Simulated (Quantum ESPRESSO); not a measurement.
# Collinear magnetic orders of CrClO with Quantum ESPRESSO

Does CrClO prefer parallel or opposed moments, or none?

Method: PBEsol; plane waves with GBRV 1.5 PBEsol potentials, no spin-orbit coupling, in Quantum ESPRESSO 7.5.

## Step 1: The starting structure

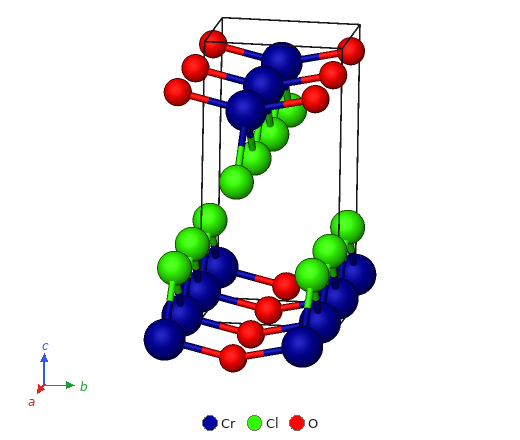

Start, viewed slightly off an axis; chromium blue, chlorine green, oxygen red. 3×1×1 cells are drawn. Some periodic images of atoms are drawn too.

The cell comes from Materials Project 2023-11-01, a database of computed structures, and need not be the stable phase.

## Step 2: Run 1, typed as ferro ++

The signs are those of the starting moments on the seeded atoms, the atoms that are given a moment.

The input, pw.in:

```
&CONTROL
  calculation = 'scf'
  prefix = 'pwscf'
  outdir = './tmp'
  pseudo_dir = './pseudo'
  disk_io = 'nowf'
/
&SYSTEM
  ibrav = 0
  celldm(1) = 8
  nat = 6
  ntyp = 3
  ecutwfc = 40
  ecutrho = 280
  nbnd = 40
  occupations = 'smearing'
  smearing = 'fd'
  degauss = 0.00367493
  nspin = 2
  starting_magnetization(1) = 0.2143
  starting_magnetization(2) = 0
  starting_magnetization(3) = 0
/
&ELECTRONS
  conv_thr = 1.2d-08
  electron_maxstep = 150
  mixing_beta = 0.3
/
ATOMIC_SPECIES
Cr     51.9961 cr_pbesol_v1.5.uspp.F.UPF
Cl     35.4500 cl_pbesol_v1.4.uspp.F.UPF
O      15.9990 o_pbesol_v1.2.uspp.F.UPF
CELL_PARAMETERS alat
   0.7535461548307    0.0000000000000    0.0000000000000
   0.0000000000000    0.9133425581106    0.0000000000000
   0.0000000000000    0.0000000000000    1.8784965310651
ATOMIC_POSITIONS crystal
Cr      0.0000000000    0.0000000000    0.1060403200
Cr      0.5000000000    0.5000000000    0.8939596800
Cl      0.0000000000    0.5000000000    0.6814219400
Cl      0.5000000000    0.0000000000    0.3185780600
O       0.5000000000    0.0000000000    0.9478179000
O       0.0000000000    0.5000000000    0.0521821000
K_POINTS automatic
6 6 6 0 0 0
```

The run is started by

```sh
> OMP_NUM_THREADS=1 mpirun -n 4 pw.x -nk 4 -in pw.in > pw.out
```

The program printed:

```text
Program PWSCF v.7.5 starts

     Message from routine setup:
     using ibrav=0 with symmetry is DISCOURAGED, use correct ibrav instead

     K-points division:     npool     =       4
     Subspace diagonalization in iterative solution of the eigenvalue problem:

     G-vector sticks info
     --------------------
     sticks:   dense  smooth     PW     G-vecs:    dense   smooth      PW
     Sum         983     565    173                52363    22633    3901

     Using Slab Decomposition

     bravais-lattice index     =            0
     lattice parameter (alat)  =       8.0000  a.u.
     unit-cell volume          =     661.9481 (a.u.)^3
     number of atoms/cell      =            6
     number of atomic types    =            3
     number of electrons       =        54.00
     number of Kohn-Sham states=           40
     kinetic-energy cutoff     =      40.0000  Ry
     charge density cutoff     =     280.0000  Ry
     scf convergence threshold =      1.2E-08
     mixing beta               =       0.3000
     number of iterations used =            8  plain     mixing
     Exchange-correlation= SLA  PW   PSX  PSC
                           (   1   4  10   8   0   0   0)

     celldm(1)=   8.000000  celldm(2)=   0.000000  celldm(3)=   0.000000
     celldm(4)=   0.000000  celldm(5)=   0.000000  celldm(6)=   0.000000

     crystal axes: (cart. coord. in units of alat)
               a(1) = (   0.753546   0.000000   0.000000 )
               a(2) = (   0.000000   0.913343   0.000000 )
               a(3) = (   0.000000   0.000000   1.878497 )

     reciprocal axes: (cart. coord. in units 2 pi/alat)
               b(1) = (  1.327059  0.000000  0.000000 )
               b(2) = (  0.000000  1.094879  0.000000 )
               b(3) = (  0.000000  0.000000  0.532341 )

     PseudoPot. # 1 for Cr read from file:
     cr_pbesol_v1.5.uspp.F.UPF
     Pseudo is Ultrasoft + core correction, Zval = 14.0
     Generated by new atomic code, or converted to UPF format
     Using radial grid of  857 points,  6 beta functions with:
                l(1) =   0
                l(2) =   0
                l(3) =   1
                l(4) =   1
                l(5) =   2
                l(6) =   2
     Q(r) pseudized with  8 coefficients,  rinner =    0.950   0.950   0.950
                                                       0.950   0.950

     PseudoPot. # 2 for Cl read from file:
     cl_pbesol_v1.4.uspp.F.UPF
     Pseudo is Ultrasoft + core correction, Zval =  7.0
     Generated by new atomic code, or converted to UPF format
     Using radial grid of  909 points,  6 beta functions with:
                l(1) =   0
                l(2) =   0
                l(3) =   1
                l(4) =   1
                l(5) =   2
                l(6) =   2
     Q(r) pseudized with  8 coefficients,  rinner =    1.300   1.300   1.300
                                                       1.300   1.300

     PseudoPot. # 3 for O  read from file:
     o_pbesol_v1.2.uspp.F.UPF
     Pseudo is Ultrasoft + core correction, Zval =  6.0
     Generated by new atomic code, or converted to UPF format
     Using radial grid of  737 points,  5 beta functions with:
                l(1) =   0
                l(2) =   0
                l(3) =   1
                l(4) =   1
                l(5) =   2
     Q(r) pseudized with  8 coefficients,  rinner =    0.900   0.900   0.900
                                                       0.900   0.900

     atomic species   valence    mass     pseudopotential
     Cr               14.00    51.99610     Cr( 1.00)
     Cl                7.00    35.45000     Cl( 1.00)
     O                 6.00    15.99900     O ( 1.00)

     Starting magnetic structure
     atomic species   magnetization
     Cr              0.214
     Cl              0.000
     O               0.000

      8 Sym. Ops., with inversion, found ( 4 have fractional translation)

   Cartesian axes

     site n.     atom                  positions (alat units)
         1        Cr     tau(   1) = (   0.0000000   0.0000000   0.1991964  )
         2        Cr     tau(   2) = (   0.3767731   0.4566713   1.6793002  )
         3        Cl     tau(   3) = (   0.0000000   0.4566713   1.2800488  )
         4        Cl     tau(   4) = (   0.3767731   0.0000000   0.5984478  )
         5        O      tau(   5) = (   0.3767731   0.0000000   1.7804726  )
         6        O      tau(   6) = (   0.0000000   0.4566713   0.0980239  )

     number of k points=    64  Fermi-Dirac smearing, width (Ry)=  0.0037
                       cart. coord. in units 2pi/alat
        k(    1) = (   0.0000000   0.0000000   0.0000000), wk =   0.0046296
        k(    2) = (   0.0000000   0.0000000   0.0887234), wk =   0.0092593
        k(    3) = (   0.0000000   0.0000000   0.1774469), wk =   0.0092593
        k(    4) = (   0.0000000   0.0000000  -0.2661703), wk =   0.0046296
        k(    5) = (   0.0000000   0.1824799   0.0000000), wk =   0.0092593
        [... 59 further k-points ...]

     Dense  grid:    52363 G-vectors     FFT dimensions: (  36,  40,  81)

     Smooth grid:    22633 G-vectors     FFT dimensions: (  30,  30,  64)

     Check: negative core charge=   -0.000005
     Generating pointlists ...
     new r_m :   0.1929 (alat units)  1.5436 (a.u.) for type    1
     new r_m :   0.2264 (alat units)  1.8116 (a.u.) for type    2
     new r_m :   0.1929 (alat units)  1.5436 (a.u.) for type    3

     Initial potential from superposition of free atoms

     starting charge      52.0000, renormalised to      54.0000

     negative rho (up, down):  1.660E-02 1.630E-02
     Starting wfcs are   36 randomized atomic wfcs +    4 random wfcs

     Self-consistent Calculation

     iteration #  1     ecut=    40.00 Ry     beta= 0.30
     Davidson diagonalization with overlap
     ethr =  1.00E-02,  avg # of iterations =  6.4

     negative rho (up, down):  1.544E-02 1.750E-02

     total energy              =    -481.75504182 Ry
     estimated scf accuracy    <       1.42984677 Ry

     total magnetization       =     5.98 Bohr mag/cell
     absolute magnetization    =     6.11 Bohr mag/cell

     iteration #  2     ecut=    40.00 Ry     beta= 0.30
     Davidson diagonalization with overlap
     ethr =  2.65E-03,  avg # of iterations =  2.3

     negative rho (up, down):  1.482E-02 1.821E-02

     total energy              =    -482.00802570 Ry
     estimated scf accuracy    <       0.15224303 Ry

     total magnetization       =     6.00 Bohr mag/cell
     absolute magnetization    =     6.17 Bohr mag/cell

     iteration #  3     ecut=    40.00 Ry     beta= 0.30
     Davidson diagonalization with overlap
     ethr =  2.82E-04,  avg # of iterations =  4.3

     negative rho (up, down):  1.459E-02 1.937E-02

     total energy              =    -482.03343296 Ry
     estimated scf accuracy    <       0.03504275 Ry

     total magnetization       =     6.00 Bohr mag/cell
     absolute magnetization    =     6.19 Bohr mag/cell

     [... further iterations left out ...]

     iteration #  9     ecut=    40.00 Ry     beta= 0.30
     Davidson diagonalization with overlap
     ethr =  7.19E-09,  avg # of iterations =  4.2

     negative rho (up, down):  1.441E-02 2.094E-02

     total energy              =    -482.04289068 Ry
     estimated scf accuracy    <       0.00001059 Ry

     total magnetization       =     6.00 Bohr mag/cell
     absolute magnetization    =     6.23 Bohr mag/cell

     iteration # 10     ecut=    40.00 Ry     beta= 0.30
     Davidson diagonalization with overlap
     ethr =  7.19E-09,  avg # of iterations =  2.0

     negative rho (up, down):  1.440E-02 2.093E-02

     total energy              =    -482.04289307 Ry
     estimated scf accuracy    <       0.00000012 Ry

     total magnetization       =     6.00 Bohr mag/cell
     absolute magnetization    =     6.23 Bohr mag/cell

     iteration # 11     ecut=    40.00 Ry     beta= 0.30
     Davidson diagonalization with overlap
     ethr =  2.17E-10,  avg # of iterations =  2.5

     negative rho (up, down):  1.440E-02 2.093E-02

     total energy              =    -482.04289352 Ry
     estimated scf accuracy    <       0.00000009 Ry

     total magnetization       =     6.00 Bohr mag/cell
     absolute magnetization    =     6.23 Bohr mag/cell

     iteration # 12     ecut=    40.00 Ry     beta= 0.30
     Davidson diagonalization with overlap
     ethr =  1.62E-10,  avg # of iterations =  2.0

     negative rho (up, down):  1.440E-02 2.093E-02

     Magnetic moment per site  (integrated on atomic sphere of radius R)
     atom   1 (R=0.193)  charge= 10.9055  magn=  2.4129
     atom   2 (R=0.193)  charge= 10.9055  magn=  2.4129
     atom   3 (R=0.226)  charge=  5.0294  magn=  0.0078
     atom   4 (R=0.226)  charge=  5.0294  magn=  0.0078
     atom   5 (R=0.193)  charge=  5.4531  magn= -0.0076
     atom   6 (R=0.193)  charge=  5.4531  magn= -0.0076

     End of self-consistent calculation

     Number of k-points >= 100: set verbosity='high' to print the bands.

     the Fermi energy is     7.2011 ev

!    total energy              =    -482.04289394 Ry
     estimated scf accuracy    <          6.0E-09 Ry
     smearing contrib. (-TS)   =      -0.00000819 Ry
     internal energy E=F+TS    =    -482.04288575 Ry

     The total energy is F=E-TS. E is the sum of the following terms:
     one-electron contribution =    -492.39507814 Ry
     hartree contribution      =     264.60984923 Ry
     xc contribution           =     -77.71796769 Ry
     ewald contribution        =    -176.53968915 Ry

     total magnetization       =     6.00 Bohr mag/cell
     absolute magnetization    =     6.23 Bohr mag/cell

     convergence has been achieved in  12 iterations

=------------------------------------------------------------------------------=
   JOB DONE.
=------------------------------------------------------------------------------=
```

It took 54 s on 4 MPI ranks of Intel Xeon 6975P-C (Granite Rapids), shared host; peak memory 0.81 GiB; 3.6 min of CPU time.

Spin moment in the atom's sphere by atom:

| atom | spin moment in the atom's sphere (μB) |
| --- | --- |
| Cr1 | 2.41 |
| Cr2 | 2.41 |
| Cl3 | 0.01 |
| Cl4 | 0.01 |
| O5 | -0.01 |
| O6 | -0.01 |

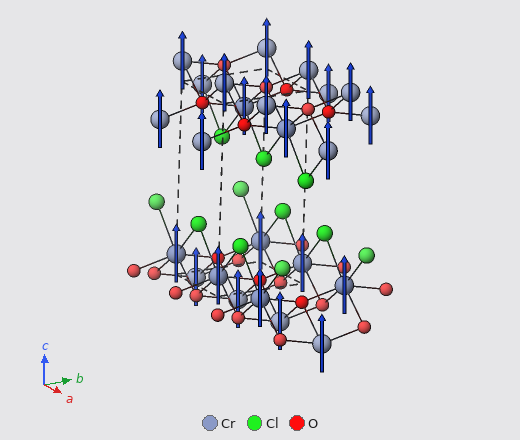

Spin moment in the atom's sphere as arrows, the longest 2.41 μB. Up and down stand for the sign. Arrows give size and sign along the axis of quantisation, drawn up and down the page. 2×1×1 cells are drawn. Some periodic images of atoms are drawn too.

This step gave:

```yaml
smearing_term_ts: 1.11e-4 eV
magnetization: 6 μB
absolute_magnetization: 6.228 μB
final_state: ferromagnetic
```

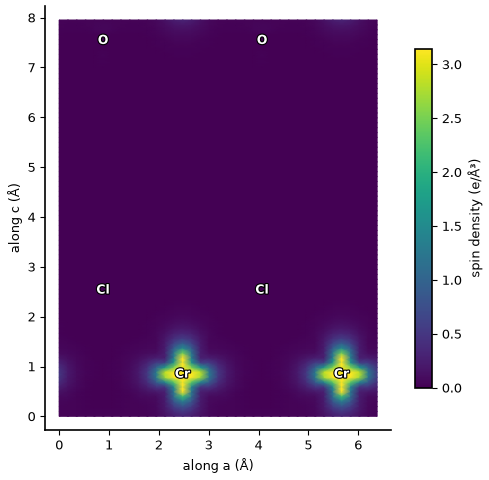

Spin density in the ac plane at fractional y = 0.000, with atoms of Cr and Cl and O within 0.2 Å of it. The map starts off the cell's origin, so that atoms lie inside it.

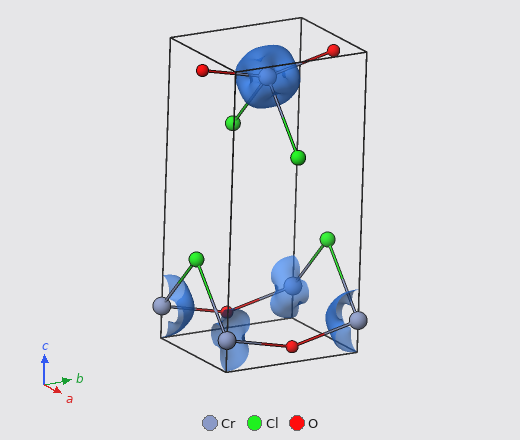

Surface of spin density = 0.35 e/Å³, which holds about 70 % of the integral of its size.

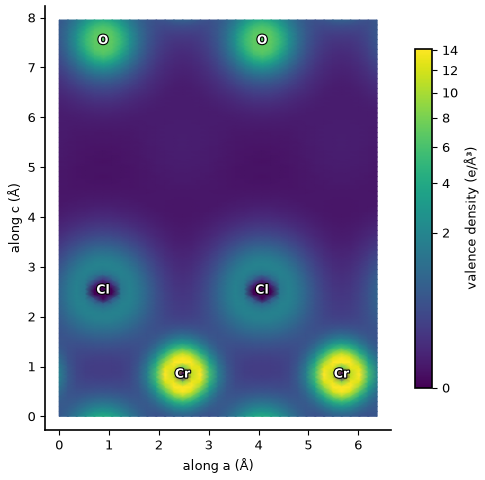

Valence density in the ac plane at fractional y = 0.000, with atoms of Cr and Cl and O within 0.2 Å of it. It is the smooth field of the valence electrons, not physical close to the nuclei. The map starts off the cell's origin, so that atoms lie inside it. The colour scale is stretched toward low values.

(Continued in part 2 of 2.)

[Logs and program files are shortened in this print: banners, set-up blocks, solver, clock and traceback lines can be left out without a mark of their own.]

[Logs are printed without paths, hosts, clocks, repeated set-up lines and the standing remarks that a program may print on its own settings, such as how far it seeks lower states.]

[Hosts, paths, dates, database ids (printed as entryN), source tags and the programs' standing remarks are cut or masked in the printed files.]

[Where a cell is said to come from a database of computed structures, the database is the Materials Project.]
